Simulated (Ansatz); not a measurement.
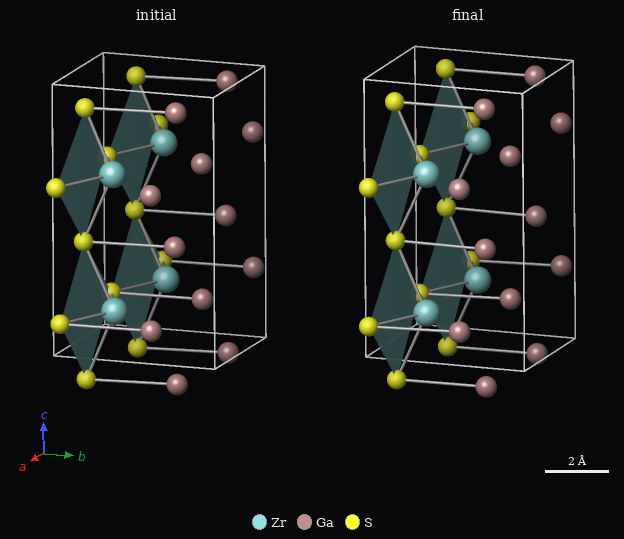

The structure of a crystal of ZrGa₂S₂ (a generated structure, set up in P1) (coarse preliminary run) before (left) and after (right) a relaxation, at one scale.

The picture is a polyhedral view of the cell of the calculation, repeated 2 × 1 × 1 with one cell outlined, seen slightly off an axis.

Theory: DFT PBE, scalar-relativistic, plane waves, PAW (Ansatz 0.2.0). Set-up: plane-wave cutoff 420 eV; k-point mesh 6 × 4 × 4; occupations gaussian; smearing width 0.2 eV; no spin polarisation; cell and atoms relaxed; force threshold 0.025 eV/Å; at most 60 steps.

Summarise the run.

Answer. The run was cut off at its time limit before the relaxation converged, so the last structure is only a point on the way. The largest move relative to the cell is that of a Ga atom, 0.16 Å along [−1 −1 2]. Largest moves by element: Ga 0.16 Å, S 0.13 Å, Zr 0.13 Å. Cell: a 4.477 → 4.512 Å (+0.8 %), b 5.528 → 5.450 Å (−1.4 %), c 8.998 → 9.182 Å (+2.0 %), α 89.4° → 90.0°, β 89.2° → 90.0°, γ 90.5° → 89.9°. Volume +1.4 %. Near-neighbour distances that change, for instance: S–Zr 2.320 → 2.540 Å, S–Zr 2.404 → 2.523 Å, S–Zr 2.447 → 2.535 Å, Ga–S 2.412 → 2.329 Å. Bond angles that change, for instance: S–Zr–S 132.8° → 127.1°, Zr–S–Zr 132.8° → 127.1°, Zr–S–Ga 112.6° → 116.0°. The space group stays P1 (No. 1). After 3 geometry steps the energy has fallen by 38.9 meV per atom. The largest force component goes from 2 to 0.18 eV/Å. Pressure: 2.21 GPa at the start and −0.23 GPa at the end.
